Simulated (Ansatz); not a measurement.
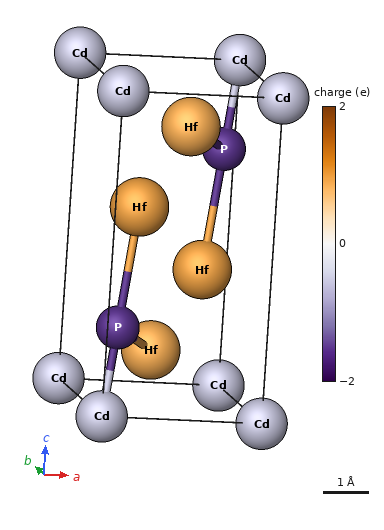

An orthographic ball-and-stick view of the structure, slightly off an axis. The wireframe shows the simulation cell. The atoms of this Hf4CdP2 cell are coloured by their Bader charge.

All computed values are from Ansatz, DFT, PAW plane waves, r2SCAN, spin-orbit. Settings: a 500 eV plane-wave basis, Brillouin-zone sampling on a 6×6×4 mesh, Methfessel-Paxton smearing of 0.085 eV, no moments seeded, so the run stays non-magnetic, spinor wavefunctions.

Q: Summarise the charge transfer.

A: Most positive: Hf; most negative: P. Charges: about Hf +0.8 to +0.9 e; Cd -0.5 e; P -1.5 e.

Note that this is a generated cell, made by putting these elements into a known structure type (the compound may or may not exist in this form), and that it hasn't been relaxed. It was the input of a calculation with Ansatz.

At this level of theory the cell isn't at rest (stretched, at -6 GPa and forces up to 8.1 eV/Å), so its distances can differ from those at equilibrium, the more so the softer the solid.
